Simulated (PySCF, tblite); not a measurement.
**4-(methylthio)pyridine: a rotation path, then NMR shifts on frames, part 1 of 2**

Aim: move 4-(methylthio)pyridine (`CSc1ccncc1`) away from its starting geometry and see how NMR shifts follow the geometry.

Computed with tblite 0.8.0 and PySCF 2.14.0, with density-fitted response routines of our own, on a single molecule in the gas phase. Atoms count from 0, in the outputs and in this text.

## 1. Starting geometry

15 atoms, charge 0, multiplicity 1; geometry from: GFN2-xTB.

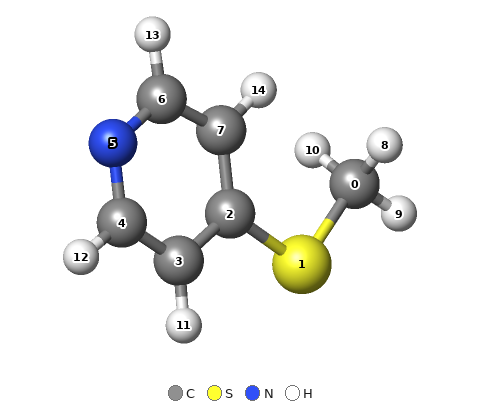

The starting geometry (carbon grey, sulfur yellow, nitrogen blue, hydrogen white), atoms numbered.

## 2. The rotation path with GFN2-xTB

Job settings and geometry (Å):

```
{"job": {"kind": "neb", "xc": "GFN2-xTB", "basis": "xTB", "atoms": [3, 2, 1, 0], "turn": 120}, "charge": 0, "multiplicity": 1}
C      2.721373     0.272573    -0.157336
S      1.636492    -1.176621    -0.292871
C      0.019851    -0.514657    -0.077287
C     -1.049407    -1.407587    -0.151665
C     -2.330469    -0.918434     0.015903
N     -2.605250     0.357603     0.239894
C     -1.588756     1.197396     0.305399
C     -0.261315     0.825646     0.159106
H      2.628898     0.714092     0.830735
H      3.730110    -0.102302    -0.301017
H      2.481865     0.990141    -0.936618
H     -0.868812    -2.454229    -0.338733
H     -3.185040    -1.580189    -0.031982
H     -1.847261     2.233211     0.484699
H      0.513305     1.571348     0.229860
```

With the program's defaults for keys left out, this is: GFN2-xTB climbing-image nudged elastic band, gas phase.

The run is started by

```console
$ OMP_NUM_THREADS=1 python probes_run.py task.json out
```

The driver reads the jobs from task.json and runs them one after another.

Log:

```text
image   E - E0 / eV
  0      -0.0000
  1       0.0262
  2       0.0804
  3       0.1352
  4       0.1591
  5       0.1277
  6       0.0779
  7       0.0271
  8      -0.0001
```

Wall time 5 s (1 thread of Arm Neoverse N1, shared host); peak memory 0.18 GiB.

The final band, with the dihedral C3–C2–S1–C0:

| image | dihedral (°) | energy (eV) | energy (kcal/mol) |
| --- | --- | --- | --- |
| 0 | 179 | 0.000 | 0.0 |
| 1 | 200 | 0.026 | 0.6 |
| 2 | 222 | 0.080 | 1.9 |
| 3 | 246 | 0.135 | 3.1 |
| 4 | 269 | 0.159 | 3.7 |
| 5 | 294 | 0.128 | 2.9 |
| 6 | 317 | 0.078 | 1.8 |
| 7 | 339 | 0.027 | 0.6 |
| 8 | 360 | 0.000 | 0.0 |

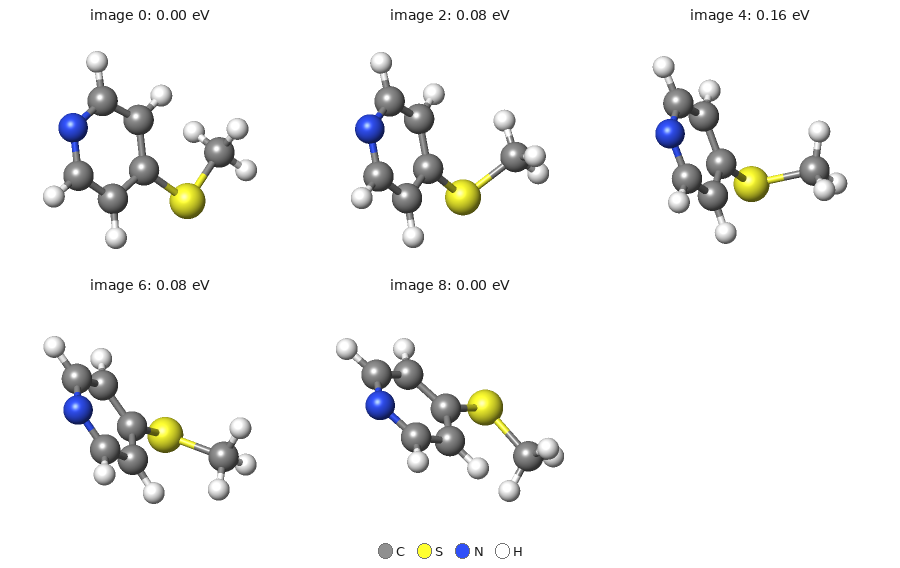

Images along the band.

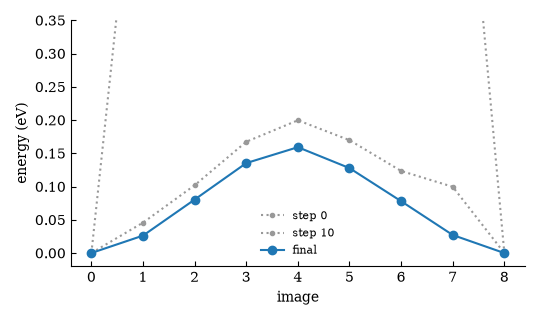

Energy along the band, early and final.

## 3. Shielding tensors: image 0, PBE0/pcSseg-1

Job settings and geometry (Å):

```
{"job": {"kind": "nmr", "xc": "PBE0", "basis": "pcSseg-1", "pop": false}, "charge": 0, "multiplicity": 1}
C      2.721400     0.272600    -0.157300
S      1.636500    -1.176600    -0.292900
C      0.019900    -0.514700    -0.077300
C     -1.049400    -1.407600    -0.151700
C     -2.330500    -0.918400     0.015900
N     -2.605200     0.357600     0.239900
C     -1.588800     1.197400     0.305400
C     -0.261300     0.825600     0.159100
H      2.628900     0.714100     0.830700
H      3.730100    -0.102300    -0.301000
H      2.481900     0.990100    -0.936600
H     -0.868800    -2.454200    -0.338700
H     -3.185000    -1.580200    -0.032000
H     -1.847300     2.233200     0.484700
H      0.513300     1.571300     0.229900
```

With the program's defaults for keys left out, this is: GIAO PBE0/pcSseg-1 NMR shielding, non-relativistic, gas phase.

Log:

```text
coarse grid: 13544 points
cycle   1  E = -685.1708758556  dE =  1.348e+00  |g| = 3.477e-01  |ddm| = 3.840e+00
cycle   2  E = -685.1598381939  dE =  1.104e-02  |g| = 4.316e-01  |ddm| = 9.365e-01
cycle   3  E = -685.2012387128  dE = -4.140e-02  |g| = 1.027e-01  |ddm| = 5.288e-01
cycle   4  E = -685.2033758801  dE = -2.137e-03  |g| = 4.305e-02  |ddm| = 1.355e-01
cycle   5  E = -685.2038377866  dE = -4.619e-04  |g| = 1.098e-02  |ddm| = 5.679e-02
cycle   6  E = -685.2038671365  dE = -2.935e-05  |g| = 2.649e-03  |ddm| = 1.374e-02
cycle   7  E = -685.2038684834  dE = -1.347e-06  |g| = 9.109e-04  |ddm| = 2.550e-03
final grid: 127592 points
cycle   8  E = -685.2528913993  dE = -4.012e-05  |g| = 9.413e-03  |ddm| = 4.688e-02
cycle   9  E = -685.2528784038  dE =  1.300e-05  |g| = 1.180e-02  |ddm| = 2.134e-02
cycle  10  E = -685.2529136792  dE = -3.528e-05  |g| = 1.170e-03  |ddm| = 1.312e-02
cycle  11  E = -685.2529139966  dE = -3.175e-07  |g| = 4.895e-04  |ddm| = 1.796e-03
cycle  12  E = -685.2529140532  dE = -5.657e-08  |g| = 1.078e-04  |ddm| = 5.869e-04
cycle  13  E = -685.2529140558  dE = -2.574e-09  |g| = 4.250e-05  |ddm| = 1.739e-04
cycle  14  E = -685.2529140562  dE = -4.220e-10  |g| = 1.419e-05  |ddm| = 4.885e-05
converged SCF energy = -685.2529140562

GIAO shielding tensors (ppm)
atom      isotropic    diamagn.    paramagn.     s11        s22        s33       span
  0 C      169.124     252.397     -83.273    161.227    162.791    183.354     22.127
  1 S      484.230    1056.989    -572.759    335.266    408.241    709.182    373.916
  2 C       28.309     261.864    -233.555    -58.921    -14.670    158.518    217.439
  3 C       61.694     253.758    -192.065    -45.053     63.628    166.506    211.559
  4 C       32.744     250.227    -217.483    -74.442     27.691    144.982    219.424
  5 N      -74.523     331.486    -406.009   -373.800   -158.552    308.784    682.585
  6 C       31.082     250.197    -219.115    -78.216     27.174    144.289    222.505
  7 C       66.974     256.361    -189.387    -42.418     63.982    179.357    221.774
  8 H       29.223      31.139      -1.916     24.615     26.637     36.418     11.804
  9 H       29.432      28.232       1.199     24.200     26.739     37.356     13.156
 10 H       29.257      31.192      -1.935     24.679     26.710     36.381     11.702
 11 H       24.495      32.179      -7.683     20.853     22.556     30.077      9.224
 12 H       23.021      28.377      -5.355     18.970     23.012     27.082      8.112
 13 H       22.941      29.550      -6.609     18.739     22.610     27.474      8.735
 14 H       24.943      35.254     -10.311     20.853     22.774     31.201     10.348
```

It took 36 s on 1 thread of Arm Neoverse N1, shared host; peak memory 0.81 GiB.

Shifts follow as δ = σ(reference) − σ, with reference shieldings (ppm) from runs at the same level and on the same kind of geometry: 1H TMS 31.72, 13C TMS 186.9, 15N NH3 267.7, 33S CS2 504. The references are single molecules in the gas phase, so shifts against H2O, NH3, PH3, H3PO4 or CFCl3 are not on the usual liquid scales and can be off by tens of ppm. Each atom is listed at this fixed geometry, with no averaging over motion; a spectrum would average atoms that exchange fast.

| atoms | environment | σ (ppm) | δ (ppm) |
| --- | --- | --- | --- |
| C2 | aromatic carbon bearing sulfur | 28.3 | 158.6 |
| C6 | aromatic CH next to a ring nitrogen | 31.1 | 155.8 |
| C4 | aromatic CH next to a ring nitrogen | 32.7 | 154.2 |
| C3 | aromatic CH | 61.7 | 125.2 |
| C7 | aromatic CH | 67.0 | 120.0 |
| C0 | methyl carbon bonded to S | 169.1 | 17.8 |
| H13 | hydrogen on an aromatic CH next to a ring nitrogen | 22.94 | 8.78 |
| H12 | hydrogen on an aromatic CH next to a ring nitrogen | 23.02 | 8.70 |
| H11 | hydrogen on an aromatic CH | 24.50 | 7.22 |
| H14 | hydrogen on an aromatic CH | 24.94 | 6.77 |
| H8 | hydrogen on a methyl carbon bonded to S | 29.22 | 2.49 |
| H10 | hydrogen on a methyl carbon bonded to S | 29.26 | 2.46 |
| H9 | hydrogen on a methyl carbon bonded to S | 29.43 | 2.29 |
| S1 | sulfide sulfur | 484 | 20 |
| N5 | pyridine-type ring nitrogen | -74.5 | 342.3 |

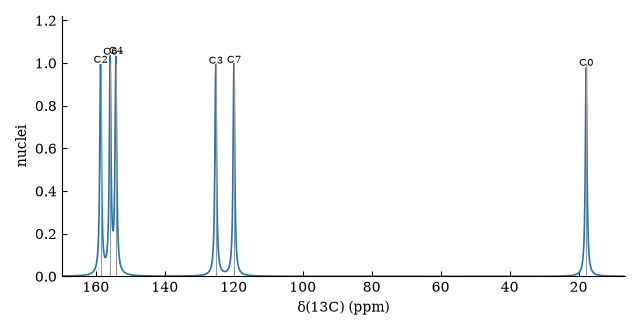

13C lines at the computed shifts, without couplings. Lines are broadened to a width of 0.56 ppm (Lorentzian).

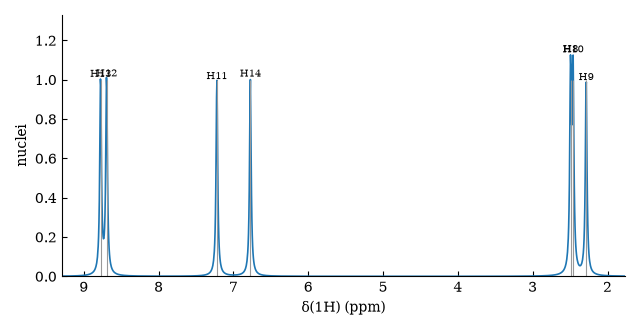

1H lines at the computed shifts, without couplings. Lines are broadened to a width of 0.03 ppm (Lorentzian).

Ring of atoms C2, C3, C4, N5, C6, C7: NICS(0) -6.6, NICS(1) -10.4, NICS(1)zz -25.7 ppm (means of both faces).

## 4. Nuclear shieldings: image 2, PBE0/pcSseg-1

Job settings and geometry (Å):

```
{"job": {"kind": "nmr", "xc": "PBE0", "basis": "pcSseg-1", "pop": false}, "charge": 0, "multiplicity": 1}
C      2.721000     0.136600     0.034100
S      1.589700    -0.902300    -0.941900
C     -0.007300    -0.373200    -0.378600
C     -0.970300    -1.349200    -0.144800
C     -2.232300    -0.945300     0.257300
N     -2.574800     0.320700     0.424200
C     -1.658100     1.242400     0.187600
C     -0.360100     0.959600    -0.210300
H      2.580300    -0.078700     1.089000
H      3.720000    -0.156800    -0.275200
H      2.564100     1.189500    -0.172900
H     -0.726000    -2.391800    -0.270700
H     -3.006100    -1.673000     0.460200
H     -1.981000     2.267100     0.314900
H      0.336600     1.762300    -0.394800
```

Method: GIAO PBE0/pcSseg-1 NMR shielding, non-relativistic, gas phase.

Log:

```text
coarse grid: 13544 points
cycle   1  E = -685.1712841025  dE =  1.329e+00  |g| = 3.353e-01  |ddm| = 3.818e+00
cycle   2  E = -685.1652055275  dE =  6.079e-03  |g| = 3.986e-01  |ddm| = 8.548e-01
cycle   3  E = -685.1995941641  dE = -3.439e-02  |g| = 9.947e-02  |ddm| = 4.632e-01
cycle   4  E = -685.2015563649  dE = -1.962e-03  |g| = 4.223e-02  |ddm| = 1.331e-01
cycle   5  E = -685.2020011996  dE = -4.448e-04  |g| = 1.091e-02  |ddm| = 5.773e-02
cycle   6  E = -685.2020302818  dE = -2.908e-05  |g| = 2.599e-03  |ddm| = 1.332e-02
cycle   7  E = -685.2020315861  dE = -1.304e-06  |g| = 8.684e-04  |ddm| = 2.426e-03
final grid: 127592 points
cycle   8  E = -685.2501963076  dE = -2.844e-05  |g| = 9.159e-03  |ddm| = 3.944e-02
cycle   9  E = -685.2501856661  dE =  1.064e-05  |g| = 1.121e-02  |ddm| = 2.070e-02
cycle  10  E = -685.2502174098  dE = -3.174e-05  |g| = 8.518e-04  |ddm| = 1.231e-02
cycle  11  E = -685.2502175624  dE = -1.526e-07  |g| = 4.282e-04  |ddm| = 1.358e-03
cycle  12  E = -685.2502176047  dE = -4.234e-08  |g| = 8.683e-05  |ddm| = 4.974e-04
cycle  13  E = -685.2502176064  dE = -1.615e-09  |g| = 3.471e-05  |ddm| = 1.266e-04
cycle  14  E = -685.2502176066  dE = -2.815e-10  |g| = 1.277e-05  |ddm| = 4.256e-05
converged SCF energy = -685.2502176066

GIAO shielding tensors (ppm)
atom      isotropic    diamagn.    paramagn.     s11        s22        s33       span
  0 C      164.679     251.152     -86.474    145.793    161.554    186.688     40.895
  1 S      492.789    1056.848    -564.058    348.150    410.427    719.792    371.642
  2 C       29.301     261.713    -232.412    -63.223     -7.354    158.479    221.702
  3 C       56.124     254.031    -197.906    -51.888     59.833    160.429    212.317
  4 C       31.665     250.645    -218.981    -75.575     26.040    144.530    220.105
  5 N      -84.708     331.239    -415.947   -399.965   -163.770    309.612    709.577
  6 C       31.244     250.737    -219.494    -77.883     27.074    144.541    222.424
  7 C       58.853     255.970    -197.117    -51.728     54.928    173.359    225.087
  8 H       29.187      30.576      -1.389     24.288     27.426     35.847     11.559
  9 H       29.573      28.428       1.144     24.633     26.528     37.557     12.923
 10 H       28.891      31.122      -2.231     23.299     27.737     35.637     12.339
 11 H       24.246      32.473      -8.227     20.834     22.142     29.763      8.929
 12 H       22.963      28.622      -5.659     19.009     22.768     27.113      8.104
 13 H       22.891      29.466      -6.575     18.860     22.510     27.302      8.442
 14 H       24.374      33.912      -9.538     20.518     22.036     30.567     10.049
```

Wall time 34 s (1 thread of Arm Neoverse N1, shared host); peak memory 0.79 GiB.

This run: δ C2 157.6, C6 155.7, C4 155.3, C3 130.8, H13 8.83, H12 8.75 ppm.

(Continued in part 2 of 2.)
